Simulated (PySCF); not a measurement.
C₂H₁₀BNSi, SMILES CB(C)N[SiH3], GFN2-xTB optimised geometry. Atoms within 1.6 Å of the plane z = 0.0 Å (x, y, z in Å): Si1 (0.77, -0.31, 0.00), N2 (0.32, -1.12, 1.48), C5 (-2.23, -0.82, 1.29), H6 (0.25, 1.05, 0.00), H7 (2.23, -0.31, 0.00), H8 (0.25, -1.05, -1.15), H13 (-2.20, -1.03, 0.22), H14 (-2.30, 0.27, 1.38).

Calculation: CAM-B3LYP/def2-TZVP in PySCF. Cells within 0.4 Å of a nucleus heavier than hydrogen are left out (blank, or x).

Map of the deformation density (molecule minus spherical neutral atoms) (e/bohr³) on the plane z = 0.0 Å:

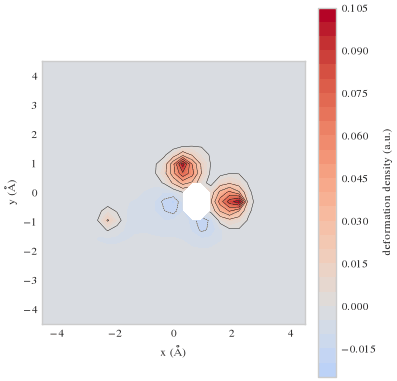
Fig. 1. Deformation density (molecule minus spherical neutral atoms) (e/bohr³) on the plane z = 0.0 Å.
